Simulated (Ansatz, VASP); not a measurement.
# MgO (Periclase): VASP beside Ansatz, part 2 of 2

Wanted: the spread between two codes on one cell, functional and k mesh.

VASP 6.6.1 and Ansatz 0.2.0.

So far: Set-up; VASP: band structure, B3LYP; Ansatz: band structure, B3LYP.

The database entry behind the starting cell differs from later determinations by our own check (about 0.1 % long), so it need not match the best structure at ambient conditions.

## (4) Side by side

Known differences besides the PAW data sets themselves: exact exchange at q = 0 is treated differently, which shows on coarse meshes; VASP keeps PBE cores, Ansatz makes them for the functional; the data sets hold 16 valence electrons in Ansatz (default PAW (the set named soft_2) files) and 8 in VASP; the cutoff is 420 eV in Ansatz and 520 eV in VASP; VASP's log shows a relativistic correction to its local exchange, Ansatz's none; VASP takes a coarser grid for exact exchange (PRECFOCK = Fast). Total energies have different zeros and are not compared.

The two programs side by side:

```
                     quantity  Ansatz   VASP  difference
gap over the path points (eV)   6.962  6.938      +0.024
```

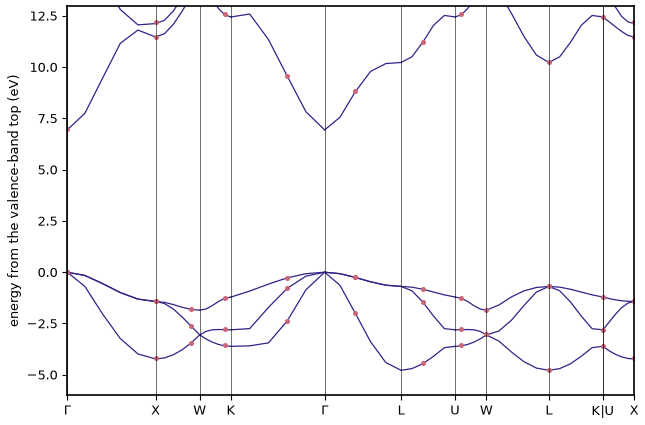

Bands from VASP (lines) and levels from Ansatz (dots). Dots without a line are higher empty bands that the VASP plot leaves out.

Levels at points of the path, from each program's valence-band top (eV; 3 filled, then empty):

```
k (reciprocal lattice)                         Ansatz                           VASP
     0.000 0.000 0.000      0.00 0.00 0.00 6.96 18.12      0.00 0.00 0.00 6.94 18.14
     0.500 0.000 0.500  -4.20 -1.42 -1.42 11.47 12.18  -4.23 -1.43 -1.43 11.47 12.12
     0.500 0.200 0.700  -3.43 -2.60 -1.81 13.45 14.11  -3.45 -2.62 -1.81 13.44 14.06
     0.400 0.350 0.750  -3.57 -2.79 -1.26 12.57 14.11  -3.59 -2.80 -1.27 12.55 14.06
     0.150 0.150 0.300   -2.38 -0.79 -0.28 9.59 14.88   -2.38 -0.79 -0.28 9.57 14.88
     0.200 0.200 0.200   -1.99 -0.25 -0.25 8.81 15.48   -2.00 -0.25 -0.25 8.79 15.48
     0.550 0.400 0.550  -4.45 -1.45 -0.83 11.23 14.96  -4.46 -1.45 -0.83 11.21 14.94
     0.600 0.250 0.650  -3.57 -2.79 -1.26 12.57 14.11  -3.59 -2.80 -1.27 12.55 14.06
     0.500 0.250 0.750  -3.04 -3.04 -1.85 14.14 14.14  -3.06 -3.06 -1.85 14.14 14.14
     0.500 0.500 0.500  -4.77 -0.69 -0.69 10.25 15.18  -4.78 -0.69 -0.69 10.23 15.17
```

Among the levels compared (up to four filled and three empty ones at each point), filled levels agree within 31 meV and empty ones within 55 meV.

## (5) VASP: band structure, PBE-EpsX

The same path points are solved in both programs, so levels can be compared one by one.

Input file INCAR:

```
SYSTEM = MgO
PREC = Accurate
ENCUT = 520
EDIFF = 1E-06
NELM = 100
ISMEAR = 0
SIGMA = 0.02
LREAL = .FALSE.
ALGO = Normal
LHFCALC = .TRUE.
AEXX = 0.319
GGA = PE
LASPH = .TRUE.
NBANDS = 10
PRECFOCK = Fast
HFRCUT = -1
LORBIT = 11
LWAVE = .FALSE.
LCHARG = .FALSE.
KPAR = 4
```

Input file POSCAR:

```
MgO
1.0
    0.0000000000      2.1085000000      2.1085000000
    2.1085000000      0.0000000000      2.1085000000
    2.1085000000      2.1085000000      0.0000000000
Mg O
1 1
Direct
    0.0000000000      0.0000000000      0.0000000000
    0.5000000000      0.5000000000      0.5000000000
```

Input file KPOINTS:

```
Automatic mesh
0
Gamma
6 6 6
0 0 0
```

Input file KPOINTS_OPT:

```
Line mode
6
Line-mode
Reciprocal
  0.00000000   0.00000000   0.00000000 GAMMA
  0.50000000   0.00000000   0.50000000 X

  0.50000000   0.00000000   0.50000000 X
  0.50000000   0.25000000   0.75000000 W

  0.50000000   0.25000000   0.75000000 W
  0.37500000   0.37500000   0.75000000 K

  0.37500000   0.37500000   0.75000000 K
  0.00000000   0.00000000   0.00000000 GAMMA

  0.00000000   0.00000000   0.00000000 GAMMA
  0.50000000   0.50000000   0.50000000 L

  0.50000000   0.50000000   0.50000000 L
  0.62500000   0.25000000   0.62500000 U

  0.62500000   0.25000000   0.62500000 U
  0.50000000   0.25000000   0.75000000 W

  0.50000000   0.25000000   0.75000000 W
  0.50000000   0.50000000   0.50000000 L

  0.50000000   0.50000000   0.50000000 L
  0.37500000   0.37500000   0.75000000 K

  0.62500000   0.25000000   0.62500000 U
  0.50000000   0.00000000   0.50000000 X
```

The projector-augmented-wave data sets are Mg and O (PBE family, release 64).

Command:

```bash
mpirun -np 4 vasp_std
```

Numbers of over 12 decimals in the logs are rounded to 6 here.

The log of the run:

```text
[banner, memory and clock lines left out]
running    4 mpi-ranks, on    1 nodes
[...]
LDA part: xc-table for (Slater+PW92), standard interpolation
 found WAVECAR, reading the header
 POSCAR, INCAR and KPOINTS ok, starting setup
[...]
HFRCUT set to (new)   9.887929
 reading WAVECAR
 the WAVECAR file was read successfully
 initial charge from wavefunction
 entering main loop
       N       E                     dE             d eps       ncg     rms          rms(c)
DAV:   1    -0.155842811190E+02   -0.15584E+02   -0.51561E-01   320   0.509E+00    0.343E-01
DAV:   2    -0.155889908421E+02   -0.47097E-02   -0.74236E-03   336   0.643E-01    0.250E-01
DAV:   3    -0.155880847364E+02    0.90611E-03   -0.94150E-04   336   0.202E-01    0.162E-01
DAV:   4    -0.155878335787E+02    0.25116E-03   -0.22687E-04   326   0.101E-01    0.103E-01
[...]
DAV:   8    -0.155876905064E+02    0.36030E-05   -0.15569E-06   292   0.130E-02    0.110E-02
DAV:   9    -0.155876893317E+02    0.11747E-05   -0.63274E-07   160   0.799E-03    0.663E-03
DAV:  10    -0.155876889464E+02    0.38535E-06   -0.21957E-07   160   0.548E-03
   1 F= -.15587689E+02 E0= -.15587689E+02  d E =-.171104E-11
 Start KPOINTS_OPT (optional k-point list driver)
k-point batch [1-16\60]
       N       E                     dE             ncg
DAV:   1    -0.145870400967E+03   -0.53164E+04      384
DAV:   2    -0.633035736716E+03   -0.48717E+03      362
DAV:   3    -0.648337345015E+03   -0.15302E+02      366
DAV:   4    -0.648468759587E+03   -0.13141E+00      360
DAV:   5    -0.648469108005E+03   -0.34842E-03      360
DAV:   6    -0.648469109307E+03   -0.13025E-05      370
DAV:   7    -0.648469109313E+03   -0.58055E-08      274
[...]
k-point batch [49-60\60]
       N       E                     dE             ncg
DAV:   1     0.136715426735E+04   -0.46293E+04      264
DAV:   2     0.975650576680E+03   -0.39150E+03      286
DAV:   3     0.962737483819E+03   -0.12913E+02      276
DAV:   4     0.962619073409E+03   -0.11841E+00      274
DAV:   5     0.962618774442E+03   -0.29897E-03      290
DAV:   6     0.962618773305E+03   -0.11367E-05      278
DAV:   7     0.962618773300E+03   -0.48781E-08      240
```

Parts of OUTCAR (step 5):

```text
 POSITION                                       TOTAL-FORCE (eV/Angst)
 -----------------------------------------------------------------------------------
      0.00000      0.00000      0.00000         0.000000      0.000000      0.000000
      2.10850      2.10850      2.10850         0.000000      0.000000     -0.000000
 -----------------------------------------------------------------------------------
    total drift:                                0.000000      0.000000      0.000000

  FREE ENERGIE OF THE ION-ELECTRON SYSTEM (eV)
  ---------------------------------------------------
  free  energy   TOTEN  =       -15.5876889464 eV

  energy  without entropy=      -15.5876889464  energy(sigma->0) =      -15.58768895

[... 2 parts as in an earlier step ...]

[... 1 further part left out ...]
[key lines of the parts left out:]
E-fermi :   1.1451
```

## (6) Ansatz: band structure, PBE-EpsX

The same cell, functional, mesh and smearing now go to Ansatz, which takes its cutoff from its data sets.

Input file input.yaml:

```yaml
crystal:
  lattice:
    - [0.0, 2.1085, 2.1085]
    - [2.1085, 0.0, 2.1085]
    - [2.1085, 2.1085, 0.0]
  atoms:
    - { symbol: Mg, position: [0.0, 0.0, 0.0] }
    - { symbol: O, position: [0.5, 0.5, 0.5] }
hamiltonian:
  xc: { exchange: pbe, correlation: pbe, exx: { coeff: 0.319 } }
  pseudopotentials: { kind: paw }
kpoints:
  mp_grid: { grid: [6, 6, 6] }
  band_path:
    path:
      - [0.0, 0.0, 0.0]
      - [0.5, 0.0, 0.5]
      - [0.5, 0.2, 0.7]
      - [0.4, 0.35, 0.75]
      - [0.15, 0.15, 0.3]
      - [0.2, 0.2, 0.2]
      - [0.55, 0.4, 0.55]
      - [0.6, 0.25, 0.65]
      - [0.5, 0.25, 0.75]
      - [0.5, 0.5, 0.5]
      - [0.375, 0.375, 0.75]
      - [0.5, 0.0, 0.5]
    npoints: 1
scf:
  occupations: { method: gaussian, width: 0.02 }
  n_extra_bands: 7
output:
  forces: true
  stress: true
  eigenvalues: true
```

Command:

```bash
ansatz run input.yaml --threads 4 --pin off --max-ram 9216MiB --backend cpu --events-out ev --progress --plain --runs-dir out
```

The log of the run:

```text
[...]
Crystal: 2 atoms, lattice volume = 18.748 Å³
Basis set: ecut = 420 eV, 339 PW (Γ), exchange–correlation on 40×40×40 points (8 copies of the dense FFT grid, shifted against one another)
Bands: 15, of which v1, the nominal top of the filled ones, is band 8 counted from 1 (7 counted from 0)
Symmetry: 48 space group operations
[...]
k-points: 16 of 216
[...]
--- Band table (eV; the first three rows and the last of 16) ---
  k-point 0: bands = [... 4 lower, -13.2679, 5.9829, 5.9829, 5.9829, 13.8735, 25.2938, 25.2938, 25.2938, ... 3 higher]
  k-point 1: bands = [... 4 lower, -12.9586, 4.3978, 5.7873, 5.7873, 15.3621, 22.9020, 25.9116, 25.9116, ... 3 higher]
  k-point 2: bands = [... 4 lower, -12.2679, 2.0140, 5.4231, 5.4231, 16.9457, 21.9588, 26.1772, 26.1772, ... 3 higher]
  k-point 15: bands = [... 4 lower, -11.5883, 2.1088, 3.5384, 4.1557, 19.8947, 20.9692, 22.1780, 26.3212, ... 3 higher]
[key lines of the parts left out:]
Free energy (F): -2494.743548 eV
Fermi energy:    9.928166 eV
P = ⅓ Tr σ = -3.2657 GPa (-32.657 kbar)
```

It took 7.7 s on 4 threads of Arm Neoverse V2, shared host; peak memory 0.54 GiB; 26 s of CPU time.

## (7) Comparison

Both answers:

```
                     quantity  Ansatz   VASP  difference
gap over the path points (eV)   7.891  7.843      +0.048
```

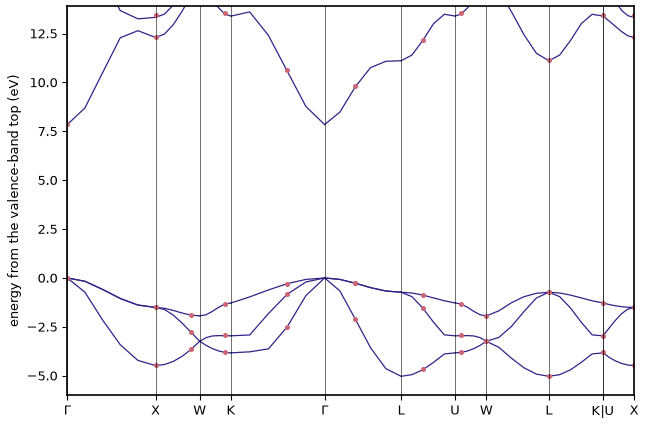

Bands from VASP (lines) and levels from Ansatz (dots). Dots without a line are higher empty bands that the VASP plot leaves out.

Levels at points of the path, from each program's valence-band top (eV; 3 filled, then empty):

```
k (reciprocal lattice)                         Ansatz                           VASP
     0.000 0.000 0.000      0.00 0.00 0.00 7.89 19.31      0.00 0.00 0.00 7.84 19.28
     0.500 0.000 0.500  -4.45 -1.50 -1.50 12.32 13.43  -4.48 -1.51 -1.51 12.30 13.33
     0.500 0.200 0.700  -3.63 -2.76 -1.89 14.44 15.46  -3.66 -2.77 -1.90 14.42 15.36
     0.400 0.350 0.750  -3.78 -2.94 -1.33 13.54 15.42  -3.81 -2.95 -1.34 13.51 15.34
     0.150 0.150 0.300  -2.50 -0.83 -0.29 10.63 15.87  -2.51 -0.83 -0.29 10.58 15.85
     0.200 0.200 0.200   -2.09 -0.27 -0.27 9.81 16.50   -2.10 -0.27 -0.27 9.77 16.48
     0.550 0.400 0.550  -4.68 -1.53 -0.87 12.17 16.21  -4.70 -1.54 -0.88 12.14 16.18
     0.600 0.250 0.650  -3.78 -2.94 -1.33 13.54 15.42  -3.81 -2.95 -1.34 13.51 15.34
     0.500 0.250 0.750  -3.22 -3.22 -1.93 15.19 15.19  -3.24 -3.24 -1.94 15.18 15.18
     0.500 0.500 0.500  -5.01 -0.73 -0.73 11.14 16.48  -5.03 -0.73 -0.73 11.11 16.44
```

Among the levels compared (up to four filled and three empty ones at each point), filled levels agree within 32 meV and empty ones within 104 meV.

## (8) Summary of results

```
difference in gap over the path points (band structure, B3LYP)    : 0.024 eV
difference in gap over the path points (band structure, PBE-EpsX) : 0.048 eV
```

In words: The difference in gap over the path points is 0.048 eV (band structure, PBE-EpsX), within the 0.08 eV picked in this series as the mark of a large difference. Differences of this kind measure data sets and numerical settings, not the functional's error against experiment.

[Lines on the potential files, build, host, timing and source positions are cut from VASP's logs without a mark.]

[Logs are printed without paths, hosts, clocks, repeated set-up lines and the standing remarks that a program may print on its own settings, such as how far it seeks lower states.]

[Hosts, paths, dates, database ids (printed as entryN), source tags and the programs' standing remarks are cut or masked in the printed files.]
